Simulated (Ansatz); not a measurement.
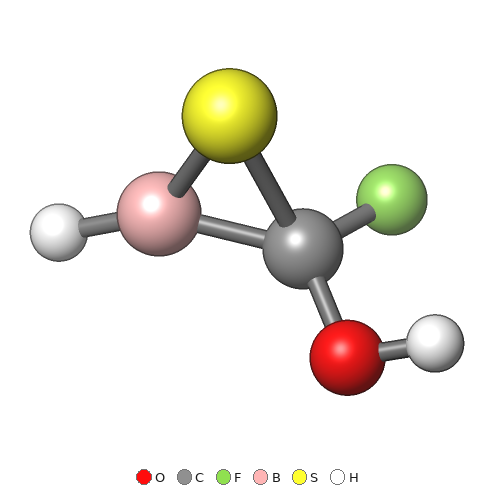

The structure as it stands in the input.

Ansatz 0.2.0 input:

```yaml
crystal:
  periodic: [false, false, false]
  atoms:
    - {symbol: O, position_ang: [-0.622920, 0.066469, 1.300888]}
    - {symbol: C, position_ang: [0.071349, -0.247825, 0.195254]}
    - {symbol: F, position_ang: [0.761674, -1.405252, 0.366479]}
    - {symbol: B, position_ang: [-0.268348, 0.256329, -1.206213]}
    - {symbol: S, position_ang: [1.145087, 1.094198, -0.627060]}
    - {symbol: H, position_ang: [-0.050458, -0.010869, 2.075320]}
    - {symbol: H, position_ang: [-0.975284, 0.179052, -2.150269]}
basis:
  gaussian: {orbitals: def2-TZVPD}
total_charge: 1
magnetization: {spin_polarized: true, initial_magnetization: 1}
hamiltonian: {xc: {name: PBEsol}}
```

It was started with:

```sh
ansatz run in.yaml --threads 2 --pin off --events-out ev --progress --plain --max-ram 4352MiB
```

What the program printed:

```
Functional definition: PBEsol
  name "PBEsol"
  cite "Perdew et al., Phys. Rev. Lett. 100, 136406 (2008) doi:10.1103/PhysRevLett.100.136406"
  cite "Perdew, Burke & Ernzerhof, Phys. Rev. Lett. 77, 3865 (1996) doi:10.1103/PhysRevLett.77.3865"
  parent pbesol
  exchange = pbesol_x
  correlation = pbesol_c
1115 factors; their error is unknown
mean field evaluation 1: about -17264.3126 eV, gradient 7.2e1 eV
mean field evaluation 2: about -16968.1823 eV, gradient 2.3e2 eV
mean field evaluation 4: about -17275.9735 eV, gradient 5.0e1 eV
mean field evaluation 8: about -17286.7192 eV, gradient 8.1e-1 eV
mean field evaluation 16: about -17286.7059 eV, gradient 4.7e-3 eV
mean field evaluation 32: about -17286.5444 eV, gradient 1.3e0 eV
mean field -17286.70585798 eV, -635.2747229307 hartree, gradient 4.1e-5 eV, S^2 0.752097; 4 other end points of the search recorded, 0 dependent functions left out
reference -17286.70590983 eV, -635.2747248363 hartree; 23, 22 occupied and 195, 196 virtual orbitals, 1115 factors
Total energy: -17286.70590983 eV, -635.2747248363 hartree
```

The calculation finished and met its thresholds.
